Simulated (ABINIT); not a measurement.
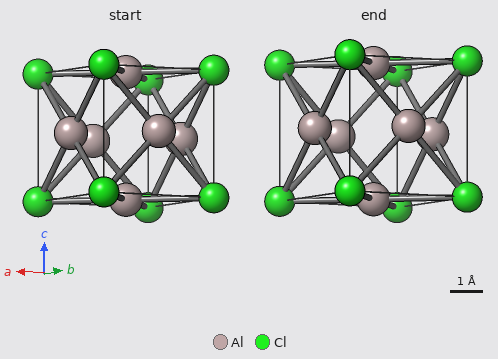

The structure of solid Al₃Cl (a generated structure, set up in Pm-3m) before (left) and after (right) a relaxation, at one scale.

A ball-and-stick model of the cell of the calculation, seen from a free direction.

The run lets cell and atoms move.

The calculation used Kohn-Sham DFT of a periodic cell, PBEsol, PseudoDojo NC SR PBEsol v0.4 stringent in ABINIT.

The input:
```
# Pseudopotentials
pp_dirpath "./"
pseudos "Al.upf, Cl.upf"

# Structure
acell 3*1.0 Angstrom
rprim
     4.0040795400     0.0000000000     0.0000000000
     0.0000000000     4.0040795400     0.0000000000
     0.0000000000     0.0000000000     4.0040795400
ntypat 2
znucl 13 17
natom 4
typat 1 1 1 2
chkprim 0
chksymtnons 0
tolsym 1.0e-6
xred
            0.0            1/2            1/2
            1/2            0.0            1/2
            1/2            1/2            0.0
            0.0            0.0            0.0

# Plane-wave basis
ecut 29.0
ecutsm 0.5

# k points
kptopt 1
ngkpt 5 5 5
nshiftk 1
shiftk 0.0 0.0 0.0

# Exchange and correlation
ixc -116133

# Bands and occupations
nband 12
occopt 3
tsmear 0.05 eV

# SCF cycle
nstep 80
tolvrs 1.0e-12

# Output
iomode 3
prteig 0
prtebands 0
prtwf 0
prtden 0

# Relaxation
ionmov 2
optcell 2
ntime 50
tolmxf 2.0e-5
dilatmx 1.08
```

Run as
```bash
abinit run.abi > log 2>&1
```

> Describe what moved and what it gained.

Over 5 geometry steps the energy falls by 0.501 eV per cell of the calculation. All forces vanish by symmetry, so only the cell relaxes. Pressure: 13.77 GPa at the start and 0.00 GPa at the end. No atom moves by more than 0.005 Å relative to the cell. The drawn cell changes as follows: a = b = c 4.004 → 4.273 Å (+6.7 %); the volume changes by +21.5 %. Some distances before and after: Al–Cl 2.831 → 3.021 Å. The space group stays Pm-3m (No. 221). The run took 74 s on 1 thread of Arm Neoverse V1, on a shared host, peak memory 0.08 GiB.
